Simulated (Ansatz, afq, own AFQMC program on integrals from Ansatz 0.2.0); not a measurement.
# GaSiH₃BrO (doublet): AFQMC on the coupled-cluster ladder as a fragment species, def2-TZVP

How near does AFQMC come to the top of the ladder for GaSiH₃BrO (doublet)?

The runs use Ansatz 0.2.0, Gaussian basis, and an in-house AFQMC program (afq) on its integrals; all values are calculated; def2-TZVP, frozen cores.

The runs, in order: PBE (unrestricted); CCSD(T) on UHF; r2SCAN (unrestricted); PBE0 (unrestricted); B3LYP (unrestricted); wB97M-V (unrestricted); B2PLYP (unrestricted); Phaseless AFQMC, CISD trial on UHF.

### 1 What is computed

The geometry is a PBE0/def2-SVP stationary point (not a proven minimum). No spin-orbit coupling is included. The filled d shell of Ga, Br may be among the frozen orbitals whatever the setting's name suggests; the logs give the count.

7 atoms, charge 0, spin multiplicity 2.

Atoms are counted from 1 here; the program's logs count them from 0.

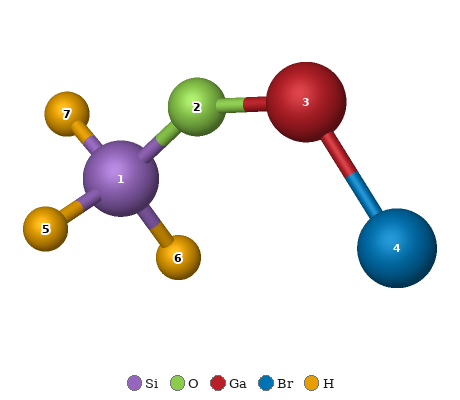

The structure; silicon purple, oxygen green, gallium red, bromine blue, hydrogen amber; atoms are numbered from 1 in the order of the file.

### 2 PBE (unrestricted)

The input, in.yaml:

```yaml
crystal:
  periodic: [false, false, false]
  atoms:
    - {symbol: Si, position_ang: [0.887318, -1.440037, -0.122750]}
    - {symbol: O, position_ang: [-0.099267, -0.139729, 0.189633]}
    - {symbol: Ga, position_ang: [-0.546352, 1.523013, -0.255730]}
    - {symbol: Br, position_ang: [0.553948, 2.575683, -2.017795]}
    - {symbol: H, position_ang: [2.208188, -1.263966, 0.554733]}
    - {symbol: H, position_ang: [1.120440, -1.597376, -1.591810]}
    - {symbol: H, position_ang: [0.234915, -2.676707, 0.400160]}
basis:
  gaussian: {orbitals: def2-TZVP}
magnetization: {spin_polarized: true, initial_magnetization: 1}
hamiltonian: {xc: {name: PBE}}
output: {orbitals: {seedname: orbitals}}
```

Started as:

```console
> ansatz run in.yaml --threads 2 --pin off --events-out ev --progress --plain --max-ram 11520MiB --backend cpu
```

The log of the run:

```text
Functional definition: PBE
  name "PBE"
  cite "Perdew, Burke & Ernzerhof, Phys. Rev. Lett. 77, 3865 (1996) doi:10.1103/PhysRevLett.77.3865"
  parent pbe
  parameter kappa = 0.804
  parameter beta = 0.06672455060314922
  exchange = pbe_x(kappa = kappa, mu = beta*pi^2/3)
  correlation = pbe_c(beta = beta)
1279 factors; their error is unknown
mean field evaluation 1: about -132367.5202 eV, gradient 5.3e1 eV
mean field evaluation 2: about -132233.1756 eV, gradient 1.5e2 eV
mean field evaluation 4: about -132375.0502 eV, gradient 2.1e1 eV
mean field evaluation 8: about -132376.6670 eV, gradient 1.2e-1 eV
mean field evaluation 16: about -132376.6268 eV, gradient 3.7e-4 eV
mean field -132376.62679728 eV, -4864.7513066997 hartree, gradient 2.4e-5 eV, S^2 0.752130; 0 other end points of the search recorded, 0 dependent functions left out
reference -132376.62684067 eV, -4864.7513082944 hartree; 46, 45 occupied and 136, 137 virtual orbitals, 1279 factors
Total energy: -132376.62684067 eV, -4864.7513082944 hartree
```

It took 4 s on 2 threads of AMD EPYC 7R13 (Zen 3), shared host; peak memory 4.2 GiB.

From the report: ⟨S²⟩ of the determinant 0.752 (pure doublet: 0.75).

### 3 CCSD(T) on UHF

in.yaml: that of step 2 with these lines changed.

```diff
@@ -13,3 +13,2 @@
 magnetization: {spin_polarized: true, initial_magnetization: 1}
-hamiltonian: {xc: {name: PBE}}
-output: {orbitals: {seedname: orbitals}}
+correlation: {method: ccsd_t, electrons: outside_noble_gas, hamiltonian_folder: ham}
```

Started as:

```console
> ansatz run in.yaml --threads 2 --pin off --events-out ev --progress --plain --max-ram 34560MiB --backend cuda --devices 0, --max-vram 37GiB
```

The log of the run, cut to the lines that bear on the results:

```text
Functional definition: HF
  name "HF"
  cite "Fock, Z. Phys. 61, 126 (1930) doi:10.1007/BF01340294"
  parent pbe
[...]
1219 factors; integrals over basis functions are off by at most 1.3e-3 eV
[...]
mean field -132284.69402607 eV, -4861.3728396719 hartree, gradient 2.5e-6 eV, S^2 0.757194; 0 other end points of the search recorded, 0 dependent functions left out
34 core orbitals not correlated, not the lowest: weight in the atoms' cores, before any rotation towards them, 0.695 or more for the frozen orbitals, at most 0.302 for the correlated occupied ones
reference -132284.69402607 eV, -4861.3728396719 hartree; 12, 11 occupied and 136, 137 virtual orbitals, 1219 factors
second order -15.31776034 eV of doubles, -0.00000000 eV of singles
cycle   1  -15.80146460 eV  change   -4.8e-1 eV  update   1.0e-1
[...]
cycle  12  -16.33620753 eV  change   -1.7e-6 eV  update   6.7e-6
perturbative correction -0.62463018 eV, -0.0229547359 hartree
Total energy: -132301.65486378 eV, -4861.9961389613 hartree
```

It took 7.5 s on 1 × NVIDIA H100 80GB HBM3 with 2 threads of AMD EPYC 7R13 (Zen 3), shared host; peak host memory 4.2 GiB.

From the report: ⟨S²⟩ of the determinant 0.757 (pure doublet: 0.75); correlation -16.9608 eV; T1 0.015; largest double amplitude 0.02.

This run also writes the integrals to the folder ham.

### 4 r2SCAN (unrestricted)

in.yaml: that of step 3 with these lines changed.

```diff
@@ -13,2 +13,2 @@
 magnetization: {spin_polarized: true, initial_magnetization: 1}
-correlation: {method: ccsd_t, electrons: outside_noble_gas, hamiltonian_folder: ham}
+hamiltonian: {xc: {name: r2SCAN}}
```

Started as:

```console
> ansatz run in.yaml --threads 2 --pin off --events-out ev --progress --plain --max-ram 11520MiB --backend cpu
```

The log of the run:

```text
Functional definition: r2SCAN
  name "r2SCAN"
  cite "Furness, Kaplan, Ning, Perdew & Sun, J. Phys. Chem. Lett. 11, 8208 (2020) doi:10.1021/acs.jpclett.0c02405"
  cite "Furness, Kaplan, Ning, Perdew & Sun, J. Phys. Chem. Lett. 11, 9248 (2020) doi:10.1021/acs.jpclett.0c03077"
  parent r2scan
  parameter k0 = 0.174
  parameter k1 = 0.065
  parameter a1 = 4.9479
  exchange = r2scan_x(k0 = k0, k1 = k1, a1 = a1)
  correlation = r2scan_c
1279 factors; their error is unknown
mean field evaluation 1: about -132391.5900 eV, gradient 4.8e1 eV
mean field evaluation 2: about -132285.2843 eV, gradient 1.4e2 eV
mean field evaluation 4: about -132398.3873 eV, gradient 1.5e1 eV
mean field evaluation 8: about -132399.2079 eV, gradient 9.1e-2 eV
mean field evaluation 16: about -132399.1594 eV, gradient 9.5e-5 eV
mean field -132399.15938361 eV, -4865.5793639743 hartree, gradient 3.1e-5 eV, S^2 0.754478; 0 other end points of the search recorded, 0 dependent functions left out
reference -132399.15939989 eV, -4865.5793645725 hartree; 46, 45 occupied and 136, 137 virtual orbitals, 1279 factors
Total energy: -132399.15939989 eV, -4865.5793645725 hartree
```

Wall time 8.5 s (2 threads of AMD EPYC 7R13 (Zen 3), shared host); peak memory 4.2 GiB.

From the report: ⟨S²⟩ of the determinant 0.754 (pure doublet: 0.75).

### 5 PBE0 (unrestricted)

in.yaml: that of step 4 with these lines changed.

```diff
@@ -13,2 +13,3 @@
 magnetization: {spin_polarized: true, initial_magnetization: 1}
-hamiltonian: {xc: {name: r2SCAN}}
+hamiltonian: {xc: {name: PBE0}}
+output: {orbitals: {seedname: orbitals}}
```

Launched as before.

The log of the run:

```text
Functional definition: PBE0
  name "PBE0"
  cite "Adamo & Barone, J. Chem. Phys. 110, 6158 (1999) doi:10.1063/1.478522"
  cite "Perdew, Burke & Ernzerhof, Phys. Rev. Lett. 77, 3865 (1996) doi:10.1103/PhysRevLett.77.3865"
  parent pbe
  parameter a = 0.25
  parameter kappa = 0.804
  parameter beta = 0.06672455060314922
  exchange = (1 - a)*pbe_x(kappa = kappa, mu = beta*pi^2/3) + a*exact_x
  correlation = pbe_c(beta = beta)
1377 factors; their error is unknown
mean field evaluation 1: about -132373.8452 eV, gradient 4.4e1 eV
mean field evaluation 2: about -132315.0364 eV, gradient 1.2e2 eV
mean field evaluation 4: about -132380.0161 eV, gradient 9.0e0 eV
mean field evaluation 8: about -132380.2658 eV, gradient 1.8e-1 eV
mean field evaluation 16: about -132380.9268 eV, gradient 3.3e-4 eV
mean field -132380.92683128 eV, -4864.9093300345 hartree, gradient 9.2e-6 eV, S^2 0.753331; 0 other end points of the search recorded, 0 dependent functions left out
reference -132380.92686435 eV, -4864.9093312497 hartree; 46, 45 occupied and 136, 137 virtual orbitals, 1377 factors
Total energy: -132380.92686435 eV, -4864.9093312497 hartree
```

Wall time 7 s (2 threads of AMD EPYC 7R13 (Zen 3), shared host); peak memory 4.2 GiB.

From the report: ⟨S²⟩ of the determinant 0.753 (pure doublet: 0.75).

### 6 B3LYP (unrestricted)

in.yaml: that of step 5 with these lines changed.

```diff
@@ -13,3 +13,2 @@
 magnetization: {spin_polarized: true, initial_magnetization: 1}
-hamiltonian: {xc: {name: PBE0}}
-output: {orbitals: {seedname: orbitals}}
+hamiltonian: {xc: {name: B3LYP}}
```

The command is unchanged.

The log of the run, cut to the lines that bear on the results:

```text
Functional definition: B3LYP
  name "B3LYP"
  cite "Stephens, Devlin, Chabalowski & Frisch, J. Phys. Chem. 98, 11623 (1994) doi:10.1021/j100096a001"
  cite "Becke, Phys. Rev. A 38, 3098 (1988) doi:10.1103/PhysRevA.38.3098"
  cite "Lee, Yang & Parr, Phys. Rev. B 37, 785 (1988) doi:10.1103/PhysRevB.37.785"
  cite "Vosko, Wilk & Nusair, Can. J. Phys. 58, 1200 (1980) doi:10.1139/p80-159"
[...]
1360 factors; their error is unknown
[...]
mean field -132404.33333088 eV, -4865.7695030293 hartree, gradient 2.5e-5 eV, S^2 0.752482; 0 other end points of the search recorded, 0 dependent functions left out
reference -132404.33360222 eV, -4865.7695130008 hartree; 46, 45 occupied and 136, 137 virtual orbitals, 1360 factors
Total energy: -132404.33360222 eV, -4865.7695130008 hartree
```

Wall time 7 s (2 threads of AMD EPYC 7R13 (Zen 3), shared host); peak memory 4.2 GiB.

From the report: ⟨S²⟩ of the determinant 0.752 (pure doublet: 0.75).

### 7 wB97M-V (unrestricted)

in.yaml: that of step 6 with these lines changed.

```diff
@@ -13,2 +13,3 @@
 magnetization: {spin_polarized: true, initial_magnetization: 1}
-hamiltonian: {xc: {name: B3LYP}}
+hamiltonian: {xc: {name: wB97M-V}}
+output: {orbitals: {seedname: orbitals}}
```

Launched as before.

The log of the run, cut to the lines that bear on the results:

```text
Functional definition: wB97M-V
  name "wB97M-V"
  cite "Mardirossian & Head-Gordon, J. Chem. Phys. 144, 214110 (2016) doi:10.1063/1.4952647"
  cite "Becke, J. Chem. Phys. 107, 8554 (1997) doi:10.1063/1.475007"
  cite "Vydrov & Van Voorhis, J. Chem. Phys. 133, 244103 (2010) doi:10.1063/1.3521275"
  # Of w^i u^j: cxij and so on, Table III.
[...]
  gx(w, u) = 1 - cx + cx01*u + cx10*w
  gss(w, u) = css00 + css04*u^4 + css10*w + css20*w^2 + css43*w^4*u^3
  gos(w, u) = cos00 + cos10*w + (cos20 + cos21*u)*w^2 + (cos60 + cos61*u)*w^6
[...]
      + integral(e_c_pw_mod_opposite_spin*gos(b97_w_opposite, b97_u_opposite)) + vv10(b, c)
1346 factors; their error is unknown
272 factors; integrals over basis functions are off by at most 3.9e-5 eV
[...]
mean field -132393.49663224 eV, -4865.3712616998 hartree, gradient 3.2e-5 eV, S^2 0.753508; 0 other end points of the search recorded, 0 dependent functions left out
reference -132393.49668240 eV, -4865.3712635430 hartree; 46, 45 occupied and 136, 137 virtual orbitals, 1346 factors
Total energy: -132393.49668240 eV, -4865.3712635430 hartree
```

Run time: 21 s. Hardware: 2 threads of AMD EPYC 7R13 (Zen 3), shared host; peak memory 4.2 GiB.

From the report: ⟨S²⟩ of the determinant 0.754 (pure doublet: 0.75).

### 8 B2PLYP (unrestricted)

in.yaml: that of step 7 with these lines changed.

```diff
@@ -13,3 +13,3 @@
 magnetization: {spin_polarized: true, initial_magnetization: 1}
-hamiltonian: {xc: {name: wB97M-V}}
-output: {orbitals: {seedname: orbitals}}
+hamiltonian: {xc: {name: B2PLYP}}
+correlation: {electrons: outside_noble_gas}
```

Same command.

The log of the run, cut to the lines that bear on the results:

```text
Functional definition: B2PLYP
  name "B2PLYP"
  cite "Grimme, J. Chem. Phys. 124, 034108 (2006) doi:10.1063/1.2148954"
  cite "Becke, Phys. Rev. A 38, 3098 (1988) doi:10.1103/PhysRevA.38.3098"
  cite "Lee, Yang & Parr, Phys. Rev. B 37, 785 (1988) doi:10.1103/PhysRevB.37.785"
[...]
1219 factors; integrals over basis functions are off by at most 1.3e-3 eV
[...]
mean field -132369.24670478 eV, -4864.4800933025 hartree, gradient 8.7e-6 eV, S^2 0.754911; 0 other end points of the search recorded, 0 dependent functions left out
34 core orbitals not correlated, not the lowest: weight in the atoms' cores, before any rotation towards them, 0.813 or more for the frozen orbitals, at most 0.180 for the correlated occupied ones
reference -132369.24687756 eV, -4864.4800996524 hartree; 12, 11 occupied and 136, 137 virtual orbitals, 1219 factors
second order -18.82563044 eV of doubles, -0.00000000 eV of singles
Total energy: -132374.32979778 eV, -4864.6668935250 hartree
```

Run time: 9 s. Hardware: 2 threads of AMD EPYC 7R13 (Zen 3), shared host; peak memory 4.2 GiB.

From the report: ⟨S²⟩ of the determinant 0.755 (pure doublet: 0.75).

### 9 Phaseless AFQMC, CISD trial on UHF

It reads the integrals that the CCSD(T) run on this determinant wrote.

Started as:

```console
> afq ham --method phaseless --trial cisd --walkers 300 --populations 10 --least-time 60 --time-step 0.005 --steps-per-block 50 --equilibration-blocks 28 --max-blocks 4000 --target-error 0.00029 --factor-cut 1e-05 --start spin_pure --seed 211 --release-times 0.2,0.4,0.6 --release-step 0.02 --release-every 5 --taylor-order 6
```

The log of the run:

```text
orbitals 148  electrons 12 11  factors 1114 of 1219
reference energy -4861.37283967 Eh
CCSD correlation -0.60034514 Eh in 14 cycles, weight of the determinant in the CISD state 0.8011
energy of the start -4861.972749 Eh
 block  time / (1/Eh)  mean weight  energy / Eh
     1     0.250  0.9991  -4861.956400
     2     0.500  0.9981  -4861.965675
     3     0.750  0.9990  -4861.973434
     4     1.000  1.0000  -4861.977792
     5     1.250  1.0002  -4861.983402
     6     1.500  0.9998  -4861.985066
     7     1.750  1.0031  -4861.985848
     8     2.000  0.9985  -4861.986779
     9     2.250  0.9999  -4861.988476
    10     2.500  1.0004  -4861.990692
    19     4.750  1.0014  -4861.996104
    28     7.000  1.0033  -4861.999110
    37     9.250  1.0004  -4861.992035
    46    11.500  1.0006  -4862.001510
    55    13.750  1.0001  -4861.993243
    64    16.000  0.9996  -4861.994524
    73    18.250  1.0018  -4862.004056
    82    20.500  1.0024  -4862.003553
    91    22.750  1.0024  -4861.992066
   100    25.000  1.0025  -4862.007371
   109    27.250  1.0013  -4862.002653
   118    29.500  1.0002  -4861.998929
   127    31.750  1.0003  -4861.994669
   136    34.000  1.0011  -4861.997857
   145    36.250  1.0008  -4861.999258
   154    38.500  0.9987  -4861.996165
   163    40.750  0.9984  -4861.996921
   172    43.000  0.9989  -4861.993159
   181    45.250  1.0001  -4861.998407
   190    47.500  0.9982  -4861.996550
   199    49.750  1.0010  -4861.993882
   208    52.000  0.9988  -4861.994400
   217    54.250  1.0010  -4861.995412
   226    56.500  0.9988  -4861.991849
   235    58.750  1.0004  -4861.999914
   244    61.000  1.0015  -4862.003783
   253    63.250  1.0008  -4862.014335
   262    65.500  0.9995  -4862.000538
   271    67.750  1.0001  -4861.997118
   280    70.000  1.0028  -4861.997178
   289    72.250  0.9980  -4861.987376
   298    74.500  1.0028  -4861.994068
   307    76.750  1.0011  -4862.004502
   316    79.000  1.0019  -4861.990064
   325    81.250  1.0000  -4861.996032
   334    83.500  0.9991  -4861.987358
   343    85.750  1.0010  -4861.996815
   352    88.000  1.0002  -4861.993720
   361    90.250  0.9987  -4862.007269
   370    92.500  1.0004  -4862.000024
   379    94.750  0.9988  -4861.988473
error from the spread of 10 populations
released: time / (1/Eh)  energy / Eh  error  mean overlap
  0.20  -4861.997915  0.000738  0.9992
  0.40  -4861.998302  0.000775  0.9910
  0.60  -4861.999524  0.000821  0.9798
energy -4861.996895 +/- 0.000389 Eh
```

Run time: 5.2 min. Hardware: 1 × NVIDIA H100 80GB HBM3 with 4 threads of AMD EPYC 7R13 (Zen 3), shared host; peak host memory 4.2 GiB.

Energy -132301.6754 ± 0.0106 eV. Caveats: constraint bias not in the error.

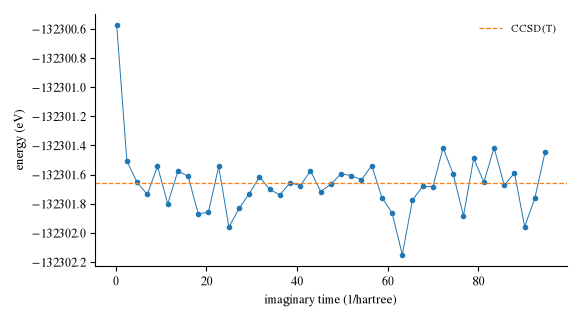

Block energies along the walk.

### 10 All levels side by side

On the UHF determinant, counted from CCSD(T) (a yardstick, not exact):

```tsv
level	energy (eV)	from CCSD(T) (meV)	statistical error (meV)	time
HF	-132284.6940	+16960.8		
MP2	-132300.0118	+1643.1		
CCSD	-132301.0302	+624.6		
CCSD(T)	-132301.6549	0.0		
Phaseless AFQMC, CISD trial, step 0.005, 300 walkers	-132301.6754	-20.6	10.6	5.2 min
```

The functionals' totals stand on their own zeros and serve differences with other points: PBE -132376.627 eV; r2SCAN -132399.159 eV; PBE0 -132380.927 eV; B3LYP -132404.334 eV; wB97M-V -132393.497 eV; B2PLYP -132374.330 eV.

### 11 Outcome

| quantity | value |
| --- | --- |
| Phaseless AFQMC, CISD trial on UHF from CCSD(T) | -20.6 ± 10.6 meV |

In words: On UHF the phaseless walk with the CISD trial lies -20.6 meV from CCSD(T), within three error bars. Error bars are statistical and leave out the constraint, the time step and what remains of the start.
